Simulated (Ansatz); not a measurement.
A series of calculations on AlH$_{3}$O

Part 1: Relaxation

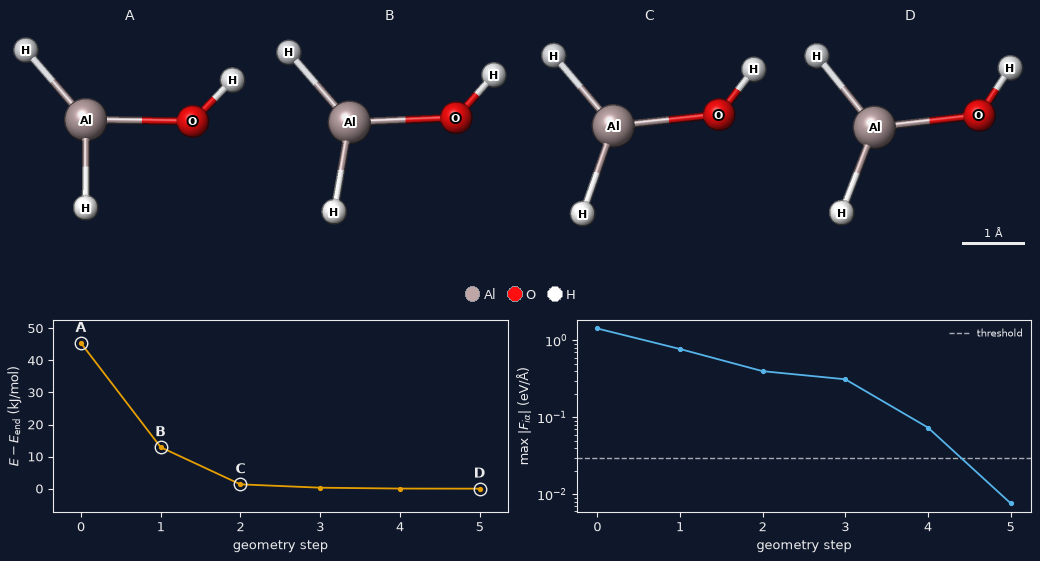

Frames of a relaxation of AlH$_{3}$O, marked on the history of the run. Style: ball-and-stick. Shown at a tilt.

The run prepares an end point of a later path (reaction) calculation, from a guessed geometry.

All numbers below come from RKS B3LYP-D4/def2-SVP in Ansatz.

The input:
```yaml
crystal:
  periodic: [false, false, false]
  atoms:
    - { symbol: Al, position_ang: [0.304876, -0.004359, -0.054318] }
    - { symbol: O, position_ang: [0.803655, -0.152302, 1.598444] }
    - { symbol: H, position_ang: [0.260016, -0.219894, 2.392742] }
    - { symbol: H, position_ang: [1.79969, 0.098388, -0.423924] }
    - { symbol: H, position_ang: [-1.142136, -0.003233, -0.695544] }
basis:
  gaussian: { orbitals: def2-SVP }
hamiltonian:
  xc: b3lyp
  dispersion: d4
relax:
  f_tol: 0.03
  max_steps: 50
```

Launched with:
```bash
ansatz run input.yaml --threads 1 --pin off --max-ram 2048MiB --backend cpu --events-out ev --progress --plain --runs-dir out
```

Q: Describe the path.

A: After 5 geometry steps the energy has fallen by 45.4 kJ/mol. Largest force component: 1.4 eV/Å at the start, 0.0077 eV/Å at the end. The atom that moves furthest after the best rigid fit is H4 (0.40 Å). By element the largest moves are H 0.40 Å, Al 0.20 Å, O 0.15 Å. Among the contacts that change: Al1–H4 1.543 → 1.576 Å, Al1–O2 1.733 → 1.706 Å. Bond angles that change, for instance: O2–Al1–H4 87.4° → 115.2°, H4–Al1–H5 142.0° → 124.4°, O2–Al1–H5 130.5° → 120.3°. From step 0 to 1: H4 moves most (0.20 Å), energy −32.5 kJ/mol. From step 1 to 2: H4 moves most (0.19 Å), energy −11.6 kJ/mol. From step 2 to 5: H3 moves most (0.06 Å), energy −1.35 kJ/mol.

```tsv
step	E − E(0), kJ/mol	largest force component, eV/Å
0	0.00	1.4322
1	-32.48	0.7753
2	-44.06	0.3994
3	-45.10	0.3133
4	-45.37	0.0739
5	-45.40	0.0077
```

Part 2: Relaxation

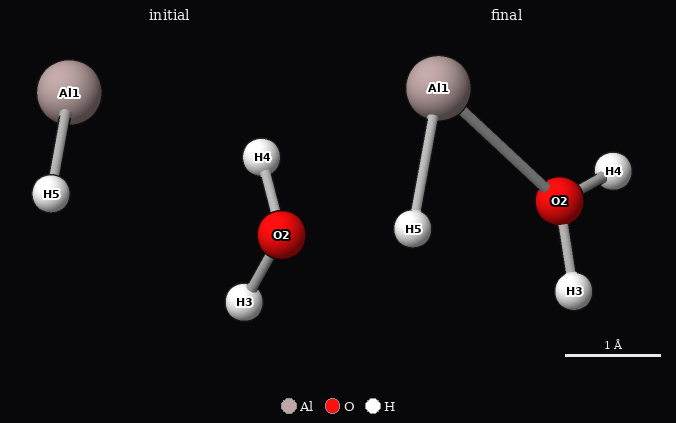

The structure of AlH3O before (left) and after (right) a relaxation, at one scale.

Style: ball-and-stick. Shown from a free direction.

The run prepares an end point of a later path (reaction) calculation, from a guessed geometry.

These are results of RKS B3LYP-D4/def2-SVP in Ansatz, not measurements.

Input
```yaml
crystal:
  periodic: [false, false, false]
  atoms:
    - { symbol: Al, position_ang: [-0.276458, -0.385949, -1.021434] }
    - { symbol: O, position_ang: [1.21499, 0.310583, 1.447478] }
    - { symbol: H, position_ang: [0.990608, -0.356343, 2.112346] }
    - { symbol: H, position_ang: [1.785813, -0.177798, 0.808762] }
    - { symbol: H, position_ang: [-1.688854, 0.328106, -0.529753] }
basis:
  gaussian: { orbitals: def2-SVP }
hamiltonian:
  xc: b3lyp
  dispersion: d4
relax:
  f_tol: 0.03
  max_steps: 50
```

Launched with:
```bash
ansatz run input.yaml --threads 1 --pin off --max-ram 2048MiB --backend cpu --events-out ev --progress --plain --runs-dir out
```

**Describe what moved and what it gained.**

Over 9 geometry steps the energy falls by 8.70 kcal/mol. The largest force component goes from 0.82 to 0.0065 eV/Å. O2 moves most after the best rigid fit: 0.73 Å. By element the largest moves are O 0.73 Å, H 0.69 Å, Al 0.33 Å. Some distances before and after: Al1–O2 2.967 → 2.133 Å, Al1–H5 1.657 → 1.677 Å, O2–H4 0.986 → 0.968 Å. New bonds form, among them: Al1–O2 (2.97 → 2.13 Å). Bond angles that change, for instance: H3–O2–H4 103.8° → 109.0°.

Limits of the set-up: the start holds two separate molecules, 2.8 Å apart at their closest, whose relative position is a soft coordinate.

Part 3: Path

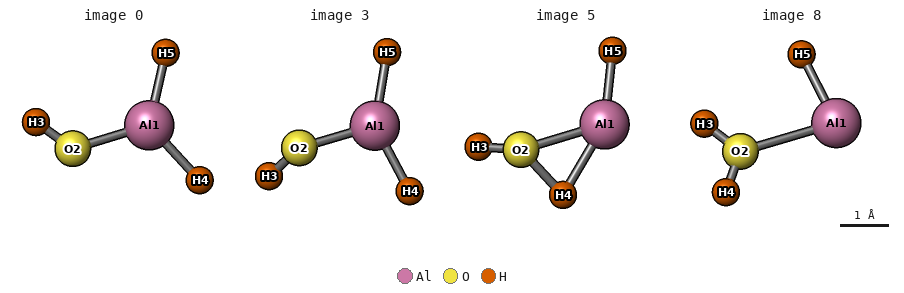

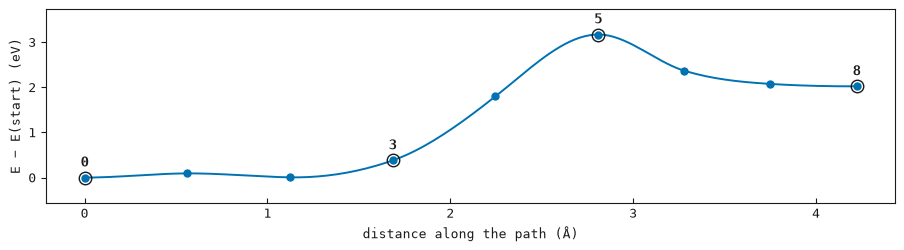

A search for the minimum-energy path of AlH$_{3}$O by the nudged elastic band. Images are numbered from 0 (start) to 8 (end). A ball-and-stick model, seen face on.

All numbers below come from RKS B3LYP-D4/def2-SVP in Ansatz.

Input
```yaml
crystal:
  periodic: [false, false, false]
  atoms:
    - { symbol: Al, position_ang: [0.472235, -0.005255, 0.046964] }
    - { symbol: O, position_ang: [0.720394, -0.152277, 1.728178] }
    - { symbol: H, position_ang: [0.046321, -0.243004, 2.407693] }
    - { symbol: H, position_ang: [1.783723, 0.12908, -0.81704] }
    - { symbol: H, position_ang: [-0.996571, -0.009944, -0.548395] }
basis:
  gaussian: { orbitals: def2-SVP }
hamiltonian:
  xc: b3lyp
  dispersion: d4
neb:
  order_check: false
  images: 7
  f_tol: 0.05
  max_iterations: 60
  final_atoms:
    - { symbol: Al, position_ang: [-0.03399187, 0.05597848, -0.9581908] }
    - { symbol: O, position_ang: [0.97737415, -0.0818748, 0.9145659] }
    - { symbol: H, position_ang: [0.53194798, -0.14812035, 1.77266555] }
    - { symbol: H, position_ang: [1.93288579, -0.02959569, 1.05855931] }
    - { symbol: H, position_ang: [-1.38211405, -0.07778763, 0.02980003] }
  initial_path:
    images:
      - { positions_ang: [[0.472235, -0.005255, 0.046964], [0.720394, -0.152277, 1.728178], [0.046321, -0.243004, 2.407693], [1.783723, 0.12908, -0.81704], [-0.996571, -0.009944, -0.548395]] }
      - { positions_ang: [[0.35457164, -0.00414463, 0.03491945], [0.85752892, -0.11422287, 1.676141], [0.12387449, -0.25018106, 2.27011805], [1.77451249, 0.09350489, -0.55649646], [-1.08438553, -0.00635632, -0.60728204]] }
      - { positions_ang: [[0.23690827, -0.00303427, 0.0228749], [0.99466383, -0.07616873, 1.62410399], [0.20142798, -0.25735812, 2.13254311], [1.76530197, 0.05792977, -0.29595292], [-1.17220006, -0.00276865, -0.66616908]] }
      - { positions_ang: [[0.11924491, -0.0019239, 0.01083035], [1.13179875, -0.0381146, 1.57206699], [0.27898147, -0.26453519, 1.99496816], [1.75609146, 0.02235466, -0.03540938], [-1.26001459, 0.00081903, -0.72505611]] }
      - { positions_ang: [[0.00158155, -0.00081354, -0.00121421], [1.26893367, -6.047e-05, 1.52002998], [0.35653496, -0.27171225, 1.85739321], [1.74688094, -0.01322045, 0.22513416], [-1.34782912, 0.0044067, -0.78394315]] }
      - { positions_ang: [[-0.00731181, 0.01338447, -0.24045835], [1.19604379, -0.02051405, 1.36866396], [0.40038821, -0.24081427, 1.8362113], [1.79338215, -0.01731426, 0.43349045], [-1.35640035, -0.01614188, -0.58050736]] }
      - { positions_ang: [[-0.01620516, 0.02758247, -0.4797025], [1.12315391, -0.04096764, 1.21729794], [0.44424147, -0.2099163, 1.81502938], [1.83988337, -0.02140807, 0.64184674], [-1.36497158, -0.03669047, -0.37707156]] }
      - { positions_ang: [[-0.02509852, 0.04178048, -0.71894665], [1.05026403, -0.06142122, 1.06593192], [0.48809472, -0.17901832, 1.79384747], [1.88638458, -0.02550188, 0.85020303], [-1.37354282, -0.05723905, -0.17363577]] }
      - { positions_ang: [[-0.03399187, 0.05597848, -0.9581908], [0.97737415, -0.0818748, 0.9145659], [0.53194798, -0.14812035, 1.77266555], [1.93288579, -0.02959569, 1.05855931], [-1.38211405, -0.07778763, 0.02980003]] }
```

Command:
```bash
ansatz run input.yaml --threads 1 --pin off --max-ram 2048MiB --backend cpu --events-out ev --progress --plain --runs-dir out
```

Q: What happens along the path, and what is the barrier?

A: Forward barrier 3.17 eV, backward barrier 1.15 eV, with image 5 at the top; the reaction energy is +2.02 eV. The path has more than one stage, and so few images may leave a stage unresolved. Breaking: Al1–H4 (1.58 → 1.73 at the top → 2.82 Å). Forming: O2–H4 (2.77 → 1.31 at the top → 0.97 Å). The band converged in 13 iterations. The largest component of the band force went from 7.2 to 0.042 eV/Å. The climbing image converged on the top of the path. Its vibrational analysis gives one imaginary mode (1474i cm⁻¹), as a transition state must have.

Cost: 82 s on 1 thread of Arm Neoverse V1, on a shared host, peak memory 0.09 GiB.
